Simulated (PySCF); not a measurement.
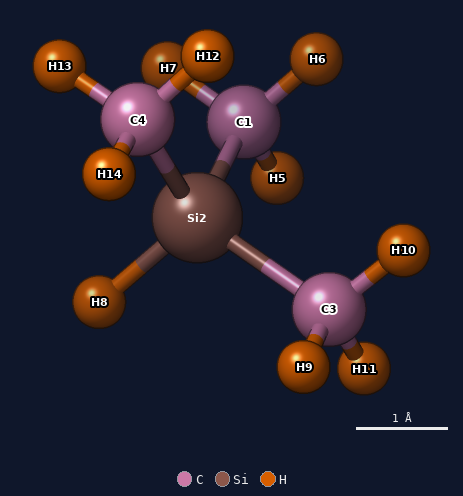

Fig. 1: The input geometry of run A (ball-and-stick view, seen at a tilt; atoms are numbered from 1 in the order of the input).

**Two runs on C$_{3}$H$_{10}$Si**

System: C$_{3}$H$_{10}$Si (trimethylsilane).
Method of run A: TDDFT PBE0/def2-TZVP, vertical, gas phase, core orbitals frozen in the response (PySCF 2.14.0).

The geometry comes from this level: PBE0-D3(BJ)/def2-SVP. Text and figures count atoms from 1; the logs count them from 0 in places.

### The input, run A
```
{"job": {"kind": "uv", "xc": "PBE0", "basis": "def2-TZVP"}, "charge": 0, "multiplicity": 1}
C     -0.332812     1.679341    -0.505968
Si    -0.081272     0.093360     0.475861
C     -1.301058    -1.221871    -0.094221
C      1.685675    -0.523332     0.272723
H     -1.355248     2.068891    -0.381198
H     -0.166661     1.503919    -1.581130
H      0.368952     2.463194    -0.180268
H     -0.328256     0.381441     1.928504
H     -1.178818    -2.155432     0.476908
H     -1.153852    -1.456204    -1.160856
H     -2.340255    -0.880923     0.035479
H      1.903530    -0.743637    -0.784804
H      2.412767     0.228492     0.617388
H      1.854319    -1.445296     0.851154
```

The first line tells a small driver script what to run in PySCF; the rest is the geometry in Å.

Command:
```bash
OMP_NUM_THREADS=1 python <driver script> task.json out
```

Hardware: 1 CPU thread, shared host.

### Output (run A)
```
coarse grid: 11088 points
cycle   1  E = -409.5827340574  dE = -9.311e-02  |g| = 5.092e-01  |ddm| = 2.423e+00
cycle   2  E = -409.5656685188  dE =  1.707e-02  |g| = 5.648e-01  |ddm| = 7.587e-01
cycle   3  E = -409.6477381663  dE = -8.207e-02  |g| = 2.202e-02  |ddm| = 4.175e-01
cycle   4  E = -409.6478518303  dE = -1.137e-04  |g| = 1.022e-02  |ddm| = 2.760e-02
cycle   5  E = -409.6478806964  dE = -2.887e-05  |g| = 1.026e-03  |ddm| = 8.663e-03
cycle   6  E = -409.6478810255  dE = -3.291e-07  |g| = 3.054e-04  |ddm| = 1.255e-03
final grid: 99272 points
cycle   7  E = -409.6380466725  dE = -4.127e-05  |g| = 7.430e-03  |ddm| = 3.755e-02
cycle   8  E = -409.6380427292  dE =  3.943e-06  |g| = 8.393e-03  |ddm| = 1.019e-02
cycle   9  E = -409.6380599546  dE = -1.723e-05  |g| = 2.152e-04  |ddm| = 5.443e-03
cycle  10  E = -409.6380599650  dE = -1.043e-08  |g| = 1.216e-04  |ddm| = 3.142e-04
cycle  11  E = -409.6380599693  dE = -4.296e-09  |g| = 1.098e-05  |ddm| = 1.081e-04
cycle  12  E = -409.6380599694  dE = -2.854e-11  |g| = 3.115e-06  |ddm| = 1.367e-05
converged SCF energy = -409.6380599694

Static polarisability (au): isotropic 64.106, principal 58.906 66.686 66.724

Singlet excitations
state   eV       nm        f      main configurations
  1   8.3719    148.1   0.08562   H->L 0.95
  2   8.3744    148.1   0.08645   H-1->L 0.95
  3   8.5876    144.4   0.00467   H-2->L 0.97
  4   8.7328    142.0   0.00000   H-1->L+1 0.49, H->L+2 0.48
  5   8.7972    140.9   0.00007   H-2->L+1 0.30, H->L+2 0.26, H-1->L+1 0.25
  6   8.7982    140.9   0.00022   H->L+1 0.28, H-2->L+2 0.28, H-1->L+2 0.24
  7   8.8611    139.9   0.02381   H->L+1 0.48, H-1->L+2 0.47
  8   8.8808    139.6   0.10118   H-2->L+1 0.65, H->L+2 0.14, H-1->L+1 0.14
  9   8.8822    139.6   0.10034   H-2->L+2 0.66, H-1->L+2 0.16, H->L+1 0.10
 10   9.6128    129.0   0.00137   H->L+3 0.96

Triplet excitations (Tamm-Dancoff, eV): 8.0622 8.0637 8.2296 8.3290
```

For run B the input was changed thus:
```diff
-"basis": "def2-TZVP"
+"basis": "def2-TZVPD"
```

How does run B compare with run A?

The total energy of run B is 0.32 kcal/mol lower, which measures the change of basis and not a stability. The LUMO goes from 1.07 to 0.30 eV. The lowest excitation goes from 8.37 to 7.71 eV. The strongest computed line goes from 8.88 to 7.72 eV. Diffuse functions give room to the loosely bound empty orbitals, which lowers the LUMO. The number of SCF iterations is the same. The basis functions go from 190 to 244.

### Output (run B)
```
coarse grid: 11088 points
cycle   1  E = -409.5832594739  dE = -9.280e-02  |g| = 5.091e-01  |ddm| = 3.144e+00
cycle   2  E = -409.5658414699  dE =  1.742e-02  |g| = 5.656e-01  |ddm| = 9.452e-01
cycle   3  E = -409.6482197917  dE = -8.238e-02  |g| = 2.254e-02  |ddm| = 4.114e-01
cycle   4  E = -409.6483382210  dE = -1.184e-04  |g| = 1.051e-02  |ddm| = 3.493e-02
cycle   5  E = -409.6483685887  dE = -3.037e-05  |g| = 1.045e-03  |ddm| = 1.222e-02
cycle   6  E = -409.6483689317  dE = -3.430e-07  |g| = 3.126e-04  |ddm| = 2.382e-03
final grid: 99272 points
cycle   7  E = -409.6385555916  dE = -4.469e-05  |g| = 7.432e-03  |ddm| = 1.882e-01
cycle   8  E = -409.6385516311  dE =  3.961e-06  |g| = 8.403e-03  |ddm| = 1.318e-02
cycle   9  E = -409.6385688944  dE = -1.726e-05  |g| = 2.194e-04  |ddm| = 5.854e-03
cycle  10  E = -409.6385689051  dE = -1.070e-08  |g| = 1.267e-04  |ddm| = 4.962e-04
cycle  11  E = -409.6385689097  dE = -4.672e-09  |g| = 1.118e-05  |ddm| = 1.590e-04
cycle  12  E = -409.6385689098  dE = -3.092e-11  |g| = 3.200e-06  |ddm| = 2.237e-05
converged SCF energy = -409.6385689098

Static polarisability (au): isotropic 67.174, principal 61.506 69.989 70.028

Singlet excitations
state   eV       nm        f      main configurations
  1   7.7146    160.7   0.07428   H->L 0.96
  2   7.7170    160.7   0.07486   H-1->L 0.96
  3   7.9094    156.8   0.00005   H-2->L 0.98
  4   8.2727    149.9   0.02822   H->L+1 0.81, H-1->L+2 0.15
  5   8.2766    149.8   0.02260   H->L+2 0.60, H-1->L+1 0.35
  6   8.2774    149.8   0.02371   H-1->L+2 0.81, H->L+1 0.14
  7   8.2812    149.7   0.00046   H-1->L+1 0.61, H->L+2 0.35
  8   8.3564    148.4   0.05715   H-2->L+1 0.93
  9   8.3574    148.4   0.05695   H-2->L+2 0.93
 10   8.6738    142.9   0.00915   H->L+3 0.97

Triplet excitations (Tamm-Dancoff, eV): 7.5293 7.5311 7.6815 7.9524
```

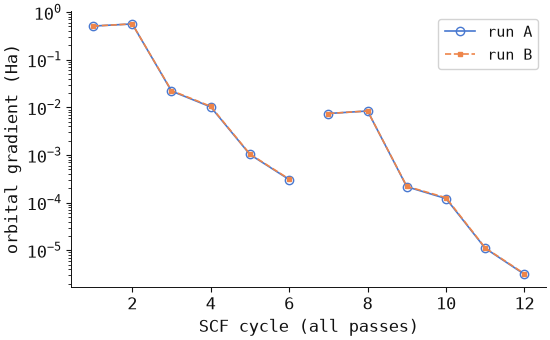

Fig. 2: Convergence of the two runs: orbital gradient against the SCF cycle. A break in a curve parts two SCF passes (coarse and final grid). Run A takes 12 cycles in all, and run B takes 12.

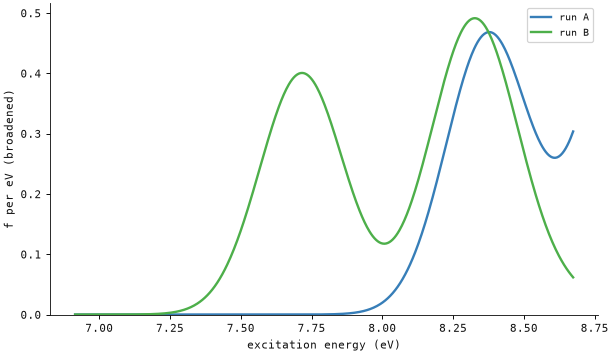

Fig. 3: Absorption of the two runs from their computed states, each broadened by a Gaussian of 0.35 eV full width; the range ends where the shorter list of states ends.

### The two runs side by side

| quantity | run A | run B |
| --- | --- | --- |
| outcome | converged | converged |
| total energy (hartree) | −409.638060 | −409.638569 |
| HOMO (eV) | −8.52 | −8.53 |
| LUMO (eV) | 1.07 | 0.30 |
| dipole moment (D) | 0.58 | 0.58 |
| lowest excitation (eV) | 8.37 | 7.71 |
| SCF iterations | 12 | 12 |
| strongest computed line (eV) | 8.88 | 7.72 |
| basis functions | 190 | 244 |
| wall time (shared host) | 16 s | 23 s |
